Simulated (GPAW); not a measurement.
**Run report: C₂H₃Al, geometry relaxation (part 4 of 5)**

Continued. System: C₂H₃Al. Method: C09-vdW/real-space grid, scalar-relativistic datasets (GPAW 26.7.0). The atoms were displaced at random from an optimised geometry.

Geometry of the input (Å):
```
C  0.0000  0.0000  0.0000
C  1.5443  0.0000  0.0000
Al 0.7287  1.7300  0.0000
H  -0.6107  -0.9756  -0.0064
H  2.0077  -0.9773  -0.0682
H  0.7831  3.3881  0.0511
```

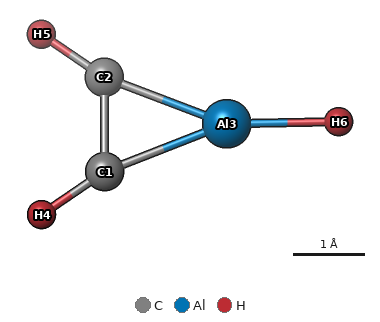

**Figure 1.** The geometry at step 6 of the log (ball-and-stick view, seen at a tilt; atoms are numbered from 1 in the order of the input).

### The program's output, continued
```
convergence criteria:
- Maximum [total energy] change in last 3 cyles: 0.0005 eV / valence electron
- Maximum integral of absolute [dens]ity change: 0.0001 electrons / valence electron
- Maximum integral of absolute [eigenst]ate change: 4e-08 eV^2 / valence electron
maximum number of iterations: 150

SCF iterations
|iter     |     time |      energy | eigst |  dens |
|---------|----------|-------------|-------|-------|
|iter:   1| 00:11:34 |  -17.665433c| -3.93 |       |
|iter:   2| 00:11:39 |  -17.665342c| -5.04 | -3.49 |
|iter:   3| 00:11:44 |  -17.664775c| -5.09 | -3.53 |
|iter:   4| 00:11:49 |  -17.664187c| -5.60 | -3.82 |
|iter:   5| 00:11:54 |  -17.663847c| -6.30 | -4.24c|
|iter:   6| 00:11:59 |  -17.663712c| -7.20 | -4.65c|
|iter:   7| 00:12:03 |  -17.663642c| -7.76c| -5.02c|

Converged in 7 steps
SCF loop duration: 30.599 s (4.371 s/step)
Energy contributions relative to reference atoms: (reference = -8696.149983)

Energy contributions:
  Kinetic:          29.399857
  Coulomb:         -30.555675
  Zero:              0.212963
  External:          0.000000
  Xc:              -16.720788
  Entropy:           0.000000
  Spinorbit:         0.000000
  ----------------------------
  Free energy:     -17.663642
  Extrapolated:    -17.663642

dipole moment: (0.001392, 0.157702, 0.002531)  # |e|*Ang

Fermi level: -3.442
Eigenvalues  # (at kpt = [0.000, 0.000, 0.000])
| band index |      eig [eV] | occ [0-2] |
|------------|---------------|-----------|
|          0 |       -18.492 |     2.000 |
|          1 |       -12.661 |     2.000 |
|          2 |       -11.480 |     2.000 |
|          3 |        -9.267 |     2.000 |
|          4 |        -7.122 |     2.000 |
|          5 |        -7.117 |     2.000 |
|          6 |        -5.328 |     2.000 |
|          7 |        -1.556 |     0.000 |
|          8 |        -1.172 |     0.000 |
|          9 |        -1.075 |     0.000 |
|         10 |        -0.665 |     0.000 |
|         11 |         0.076 |     0.000 |
|         12 |         0.210 |     0.000 |

Gap: 3.772 eV
Transition (v -> c):
  (s=0, k=0, n=6, [0.00, 0.00, 0.00]) -> (s=0, k=0, n=7, [0.00, 0.00, 0.00])
No difference between direct/indirect transitions
vacuum-level: 0.000  # V

Forces  # eV/Ang
|        x |        y |        z |
|----------|----------|----------|
| -0.00399 | -0.01610 |  0.00451 |  # C    0
|  0.00894 | -0.00481 |  0.00009 |  # C    1
| -0.00101 | -0.01424 |  0.00241 |  # Al   2
| -0.00625 |  0.00729 |  0.00528 |  # H    3
| -0.02509 |  0.00629 | -0.00629 |  # H    4
| -0.00890 | -0.00429 |  0.00769 |  # H    5

Force computation time: 0.089  # s
LBFGS:   16 00:12:04      -17.663642        0.026619
         .----------------------------.
        /|                            |
       / |                            |
      /  |                            |
     /   |                            |
    /    |                            |
   /     |                            |
  /      |                            |
 *       |           H                |
 |       |          Al                |
 |       |       C   C                |
 |       .-----H------H---------------.
 |      /                            /
 |     /                            /
 |    /                            /
 |   /                            /
 |  /                            /
 | /                            /
 |/                            /
 *----------------------------*

Atoms  # Å, Bohr magnetons
|   | symbol |        x |        y |        z |    initial magnetic moments |
|---|--------|----------|----------|----------|-----------------------------|
| 0 |      C | 5.155894 | 5.454411 | 4.571601 | ( 0.0000,  0.0000,  0.0000) |
| 1 |      C | 6.528822 | 5.441867 | 4.542312 | ( 0.0000,  0.0000,  0.0000) |
| 2 |     Al | 5.859415 | 7.187617 | 4.589781 | ( 0.0000,  0.0000,  0.0000) |
| 3 |      H | 4.473432 | 4.592990 | 4.565978 | ( 0.0000,  0.0000,  0.0000) |
| 4 |      H | 7.196553 | 4.569140 | 4.507223 | ( 0.0000,  0.0000,  0.0000) |
| 5 |      H | 5.881924 | 8.768621 | 4.618009 | ( 0.0000,  0.0000,  0.0000) |

Unit cell  # Å
| periodic |         x |         y |        z |   lengths |    angles |
|----------|-----------|-----------|----------|-----------|-----------|
|       no | 11.618400 |  0.000000 | 0.000000 | 11.618400 | 90.000000 |
|       no |  0.000000 | 13.365409 | 0.000000 | 13.365409 | 90.000000 |
|       no |  0.000000 |  0.000000 | 9.119249 |  9.119249 | 90.000000 |

Initialization done in: 4.315 s

convergence criteria:
- Maximum [total energy] change in last 3 cyles: 0.0005 eV / valence electron
- Maximum integral of absolute [dens]ity change: 0.0001 electrons / valence electron
- Maximum integral of absolute [eigenst]ate change: 4e-08 eV^2 / valence electron
maximum number of iterations: 150

SCF iterations
|iter     |     time |      energy | eigst |  dens |
|---------|----------|-------------|-------|-------|
|iter:   1| 00:12:09 |  -17.658649c| -3.63 |       |
|iter:   2| 00:12:14 |  -17.658900c| -4.75 | -3.39 |
|iter:   3| 00:12:19 |  -17.660627c| -4.98 | -3.42 |
|iter:   4| 00:12:24 |  -17.662339c| -5.50 | -3.71 |
|iter:   5| 00:12:29 |  -17.663162c| -6.23 | -4.18c|
|iter:   6| 00:12:35 |  -17.663460c| -7.14 | -4.60c|
|iter:   7| 00:12:39 |  -17.663620c| -7.64c| -4.97c|

Converged in 7 steps
SCF loop duration: 31.342 s (4.477 s/step)
Energy contributions relative to reference atoms: (reference = -8696.149983)

Energy contributions:
  Kinetic:          29.410802
  Coulomb:         -30.564630
  Zero:              0.212944
  External:          0.000000
  Xc:              -16.722737
  Entropy:           0.000000
  Spinorbit:         0.000000
  ----------------------------
  Free energy:     -17.663620
  Extrapolated:    -17.663620

dipole moment: (0.000429, 0.157859, 0.002074)  # |e|*Ang

Fermi level: -3.442
Eigenvalues  # (at kpt = [0.000, 0.000, 0.000])
| band index |      eig [eV] | occ [0-2] |
|------------|---------------|-----------|
|          0 |       -18.492 |     2.000 |
|          1 |       -12.660 |     2.000 |
|          2 |       -11.479 |     2.000 |
|          3 |        -9.268 |     2.000 |
|          4 |        -7.122 |     2.000 |
|          5 |        -7.117 |     2.000 |
|          6 |        -5.328 |     2.000 |
|          7 |        -1.556 |     0.000 |
|          8 |        -1.172 |     0.000 |
|          9 |        -1.074 |     0.000 |
|         10 |        -0.665 |     0.000 |
|         11 |         0.076 |     0.000 |
|         12 |         0.210 |     0.000 |

Gap: 3.771 eV
Transition (v -> c):
  (s=0, k=0, n=6, [0.00, 0.00, 0.00]) -> (s=0, k=0, n=7, [0.00, 0.00, 0.00])
No difference between direct/indirect transitions
vacuum-level: 0.000  # V

Forces  # eV/Ang
|        x |        y |        z |
|----------|----------|----------|
| -0.01195 | -0.01128 | -0.00421 |  # C    0
|  0.00402 | -0.01284 |  0.00410 |  # C    1
|  0.00279 | -0.01990 |  0.00395 |  # Al   2
| -0.00141 |  0.00583 |  0.00838 |  # H    3
| -0.02209 |  0.00984 | -0.00737 |  # H    4
| -0.00833 |  0.00216 |  0.00674 |  # H    5

Force computation time: 0.088  # s
LBFGS:   17 00:12:39      -17.663620        0.025279
         .----------------------------.
        /|                            |
       / |                            |
      /  |                            |
     /   |                            |
    /    |                            |
   /     |                            |
  /      |                            |
 *       |           H                |
 |       |          Al                |
 |       |       C   C                |
 |       .-----H------H---------------.
 |      /                            /
 |     /                            /
 |    /                            /
 |   /                            /
 |  /                            /
 | /                            /
 |/                            /
 *----------------------------*

Atoms  # Å, Bohr magnetons
|   | symbol |        x |        y |        z |    initial magnetic moments |
|---|--------|----------|----------|----------|-----------------------------|
| 0 |      C | 5.156005 | 5.453710 | 4.572407 | ( 0.0000,  0.0000,  0.0000) |
| 1 |      C | 6.528936 | 5.441603 | 4.542137 | ( 0.0000,  0.0000,  0.0000) |
| 2 |     Al | 5.858621 | 7.186949 | 4.590029 | ( 0.0000,  0.0000,  0.0000) |
| 3 |      H | 4.472170 | 4.593556 | 4.566350 | ( 0.0000,  0.0000,  0.0000) |
| 4 |      H | 7.195889 | 4.568634 | 4.506649 | ( 0.0000,  0.0000,  0.0000) |
| 5 |      H | 5.881095 | 8.767792 | 4.618756 | ( 0.0000,  0.0000,  0.0000) |

Unit cell  # Å
| periodic |         x |         y |        z |   lengths |    angles |
|----------|-----------|-----------|----------|-----------|-----------|
|       no | 11.618400 |  0.000000 | 0.000000 | 11.618400 | 90.000000 |
|       no |  0.000000 | 13.365409 | 0.000000 | 13.365409 | 90.000000 |
|       no |  0.000000 |  0.000000 | 9.119249 |  9.119249 | 90.000000 |

Initialization done in: 4.263 s

convergence criteria:
- Maximum [total energy] change in last 3 cyles: 0.0005 eV / valence electron
- Maximum integral of absolute [dens]ity change: 0.0001 electrons / valence electron
- Maximum integral of absolute [eigenst]ate change: 4e-08 eV^2 / valence electron
maximum number of iterations: 150

SCF iterations
```

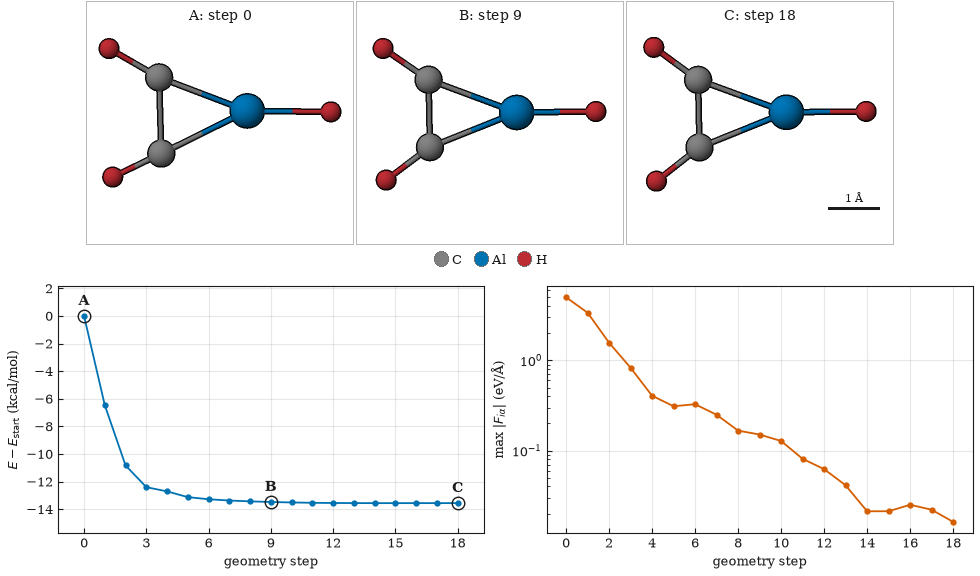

**Figure 2.** Frames of the relaxation (ball-and-stick view, seen at a tilt) above the curves, on which the letters mark them (steps are counted from 0).

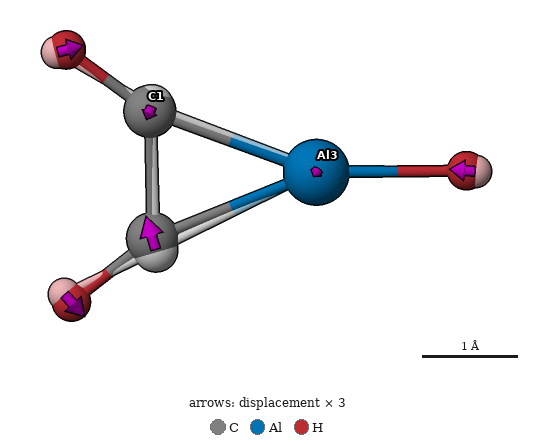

**Figure 3.** Start (faint) and end (solid) with the displacements as pink arrows, magnified 3 times (ball-and-stick view, seen at a tilt). The two geometries are laid on each other by the best rigid fit. The energy falls by 13.6 kcal/mol in 18 geometry steps. The largest force component goes from 5 to 0.016 eV/Å. The atom that moves furthest after the best rigid fit is C2 (0.13 Å). By element the largest moves are C 0.13 Å, H 0.11 Å, Al 0.03 Å. Distances before and after: C1–C2 1.544 → 1.373 Å, Al3–H6 1.660 → 1.581 Å, C1–H4 1.151 → 1.099 Å, C2–Al3 1.913 → 1.870 Å. Among the angles that change: Al3–C2–H5 176.4° → 163.6°, C1–C2–H5 115.3° → 127.9°, Al3–C1–H4 170.8° → 163.6°. (Atoms are counted from 1 in the order of the input.)

```
|iter     |     time |      energy | eigst |  dens |
|---------|----------|-------------|-------|-------|
|iter:   1| 00:12:44 |  -17.651186 | -3.57 |       |
|iter:   2| 00:12:50 |  -17.651813 | -4.70 | -3.38 |
|iter:   3| 00:12:55 |  -17.656930c| -4.91 | -3.40 |
|iter:   4| 00:13:00 |  -17.661142 | -5.44 | -3.75 |
|iter:   5| 00:13:05 |  -17.662608c| -6.47 | -4.24c|
|iter:   6| 00:13:11 |  -17.663534c| -7.06 | -4.58c|
|iter:   7| 00:13:15 |  -17.663630c| -7.71c| -5.20c|

Converged in 7 steps
SCF loop duration: 31.945 s (4.564 s/step)
Energy contributions relative to reference atoms: (reference = -8696.149983)

Energy contributions:
  Kinetic:          29.443183
  Coulomb:         -30.589909
  Zero:              0.212920
  External:          0.000000
  Xc:              -16.729824
  Entropy:           0.000000
  Spinorbit:         0.000000
  ----------------------------
  Free energy:     -17.663630
  Extrapolated:    -17.663630

dipole moment: (-0.000300, 0.157680, 0.001737)  # |e|*Ang

Fermi level: -3.441
Eigenvalues  # (at kpt = [0.000, 0.000, 0.000])
| band index |      eig [eV] | occ [0-2] |
|------------|---------------|-----------|
|          0 |       -18.492 |     2.000 |
|          1 |       -12.662 |     2.000 |
|          2 |       -11.480 |     2.000 |
|          3 |        -9.268 |     2.000 |
|          4 |        -7.123 |     2.000 |
|          5 |        -7.117 |     2.000 |
|          6 |        -5.327 |     2.000 |
|          7 |        -1.556 |     0.000 |
|          8 |        -1.172 |     0.000 |
|          9 |        -1.072 |     0.000 |
|         10 |        -0.665 |     0.000 |
|         11 |         0.077 |     0.000 |
|         12 |         0.210 |     0.000 |

Gap: 3.772 eV
Transition (v -> c):
  (s=0, k=0, n=6, [0.00, 0.00, 0.00]) -> (s=0, k=0, n=7, [0.00, 0.00, 0.00])
No difference between direct/indirect transitions
vacuum-level: 0.000  # V

Forces  # eV/Ang
|        x |        y |        z |
|----------|----------|----------|
| -0.01621 | -0.00251 | -0.01047 |  # C    0
| -0.00629 | -0.01527 |  0.00585 |  # C    1
|  0.00494 | -0.01606 |  0.00524 |  # Al   2
|  0.00092 | -0.00058 |  0.01056 |  # H    3
| -0.01324 |  0.00423 | -0.00783 |  # H    4
| -0.00736 |  0.00424 |  0.00564 |  # H    5

Force computation time: 0.085  # s
LBFGS:   18 00:13:16      -17.663630        0.019461
Converged: True
Final energy: -17.66363 eV
r(H5-Al2)               1.5813 Ang
r(Al2-C0) = 1.8703 Ang
```

### Trajectory as extended XYZ (Å, eV, eV/Å), 19 frames, from step=0 to step=18
```
6
Properties=species:S:1:pos:R:3:forces:R:3 step=0 energy=-17.07585
C     5.1107    5.4773    4.5682    3.4274  -0.9182   0.0670
C     6.6550    5.4773    4.5682   -5.0050   0.6300  -0.1787
Al    5.8394    7.2074    4.5682    0.3136  -0.0865   0.1077
H     4.5000    4.5017    4.5618    0.7112   1.3560  -0.0294
H     7.1184    4.5000    4.5000    0.6093  -0.1600   0.0780
H     5.8938    8.8654    4.6192   -0.0487  -0.8523  -0.0402
6
Properties=species:S:1:pos:R:3:forces:R:3 step=1 energy=-17.35626
C     5.1378    5.4700    4.5687    2.3075  -0.7877   0.0526
C     6.6153    5.4823    4.5668   -3.3836  -0.4792  -0.2183
Al    5.8419    7.2067    4.5690    0.1646   0.2762   0.1073
H     4.5056    4.5125    4.5615    0.6979   1.2313  -0.0231
H     7.1232    4.4987    4.5006    0.2767   0.5324   0.1204
H     5.8934    8.8587    4.6189   -0.0419  -0.8008  -0.0348
6
Properties=species:S:1:pos:R:3:forces:R:3 step=2 energy=-17.54523
C     5.1643    5.4603    4.5693    0.7382  -0.5002   0.0586
C     6.5765    5.4730    4.5638   -1.5731  -0.5680  -0.2162
Al    5.8435    7.2113    4.5704    0.1055   0.1769   0.0999
H     4.5146    4.5279    4.5613    0.5459   0.9525  -0.0159
H     7.1258    4.5076    4.5023    0.1934   0.5651   0.1100
H     5.8929    8.8485    4.6185   -0.0364  -0.6675  -0.0280
6
Properties=species:S:1:pos:R:3:forces:R:3 step=3 energy=-17.61349
C     5.1811    5.4483    4.5708   -0.8291   0.1865   0.0298
C     6.5396    5.4584    4.5585    0.4891  -0.2840  -0.1649
Al    5.8460    7.2158    4.5728    0.0463  -0.1797   0.0825
H     4.5278    4.5510    4.5609    0.0983   0.3379  -0.0049
H     7.1303    4.5218    4.5050    0.1861   0.3930   0.0719
H     5.8920    8.8323    4.6178   -0.0250  -0.4603  -0.0185
6
Properties=species:S:1:pos:R:3:forces:R:3 step=4 energy=-17.62679
C     5.1738    5.4497    4.5713   -0.2825   0.3393   0.0165
C     6.5403    5.4555    4.5561    0.0868  -0.0822  -0.1328
Al    5.8471    7.2131    4.5741    0.0537  -0.2354   0.0732
H     4.5300    4.5573    4.5608   -0.0858   0.1251  -0.0008
H     7.1337    4.5268    4.5061    0.2245   0.2433   0.0513
H     5.8916    8.8250    4.6175   -0.0259  -0.4057  -0.0173
6
Properties=species:S:1:pos:R:3:forces:R:3 step=5 energy=-17.64479
C     5.1625    5.4602    4.5725    0.1406   0.1828  -0.0159
C     6.5358    5.4493    4.5488   -0.1997   0.2541  -0.0384
Al    5.8503    7.2033    4.5780    0.1120  -0.1054   0.0469
H     4.5311    4.5705    4.5606   -0.3100  -0.0962   0.0133
H     7.1451    4.5407    4.5091    0.2379  -0.0006   0.0050
H     5.8902    8.8026    4.6166   -0.0267  -0.2516  -0.0135
6
Properties=species:S:1:pos:R:3:forces:R:3 step=6 energy=-17.65147
C     5.1568    5.4674    4.5728    0.1982  -0.0218  -0.0350
C     6.5318    5.4493    4.5443   -0.1591   0.1938   0.0190
Al    5.8540    7.1974    4.5808    0.1129   0.0222   0.0304
H     4.5269    4.5767    4.5608   -0.3266  -0.1004   0.0222
H     7.1548    4.5487    4.5108    0.1632   0.0037  -0.0143
H     5.8890    8.7865    4.6158   -0.0214  -0.1039  -0.0061
6
Properties=species:S:1:pos:R:3:forces:R:3 step=7 energy=-17.65545
C     5.1545    5.4703    4.5724    0.1190  -0.1608  -0.0407
C     6.5287    5.4510    4.5419   -0.0294   0.0356   0.0356
Al    5.8582    7.1949    4.5832    0.0728   0.0549   0.0187
H     4.5191    4.5796    4.5613   -0.2496  -0.0251   0.0250
H     7.1633    4.5549    4.5116    0.0754   0.0589  -0.0240
H     5.8879    8.7748    4.6153   -0.0168   0.0203   0.0030
6
Properties=species:S:1:pos:R:3:forces:R:3 step=8 energy=-17.65809
C     5.1546    5.4688    4.5713    0.0046  -0.1665  -0.0281
C     6.5272    5.4524    4.5410    0.0805  -0.0917   0.0328
Al    5.8622    7.1943    4.5850    0.0117   0.0101   0.0102
H     4.5094    4.5810    4.5621   -0.1514   0.0413   0.0203
H     7.1700    4.5602    4.5117    0.0372   0.0900  -0.0234
H     5.8869    8.7681    4.6150   -0.0116   0.1011   0.0083
6
Properties=species:S:1:pos:R:3:forces:R:3 step=9 energy=-17.66011
C     5.1553    5.4650    4.5698   -0.0684  -0.1147  -0.0084
C     6.5272    5.4525    4.5411    0.1025  -0.1507   0.0251
Al    5.8656    7.1935    4.5867   -0.0474  -0.0368   0.0035
H     4.4980    4.5824    4.5632   -0.0413   0.0884   0.0112
H     7.1764    4.5656    4.5112    0.0384   0.0613  -0.0211
H     5.8859    8.7649    4.6150   -0.0055   0.1341   0.0114
6
Properties=species:S:1:pos:R:3:forces:R:3 step=10 energy=-17.66149
C     5.1560    5.4607    4.5688   -0.0680  -0.0401   0.0081
C     6.5281    5.4510    4.5419    0.0596  -0.1277   0.0148
Al    5.8666    7.1925    4.5875   -0.0736  -0.0487   0.0013
H     4.4901    4.5839    4.5640    0.0010   0.0836   0.0068
H     7.1808    4.5688    4.5103    0.0622   0.0076  -0.0147
H     5.8852    8.7663    4.6152   -0.0034   0.1003   0.0113
6
Properties=species:S:1:pos:R:3:forces:R:3 step=11 energy=-17.66264
C     5.1563    5.4561    4.5680   -0.0252   0.0390   0.0246
C     6.5290    5.4475    4.5430   -0.0086  -0.0601  -0.0001
Al    5.8662    7.1904    4.5885   -0.0778  -0.0307   0.0001
H     4.4818    4.5869    4.5650    0.0171   0.0416   0.0005
H     7.1870    4.5716    4.5092    0.0811  -0.0510  -0.0075
H     5.8844    8.7693    4.6156   -0.0035   0.0317   0.0100
6
Properties=species:S:1:pos:R:3:forces:R:3 step=12 energy=-17.66321
C     5.1560    5.4547    4.5681    0.0032   0.0491   0.0275
C     6.5290    5.4449    4.5433   -0.0268  -0.0142  -0.0073
Al    5.8648    7.1889    4.5890   -0.0581  -0.0063   0.0001
H     4.4784    4.5893    4.5655    0.0024   0.0132  -0.0023
H     7.1914    4.5723    4.5086    0.0623  -0.0600  -0.0047
H     5.8840    8.7706    4.6160   -0.0052  -0.0063   0.0092
```
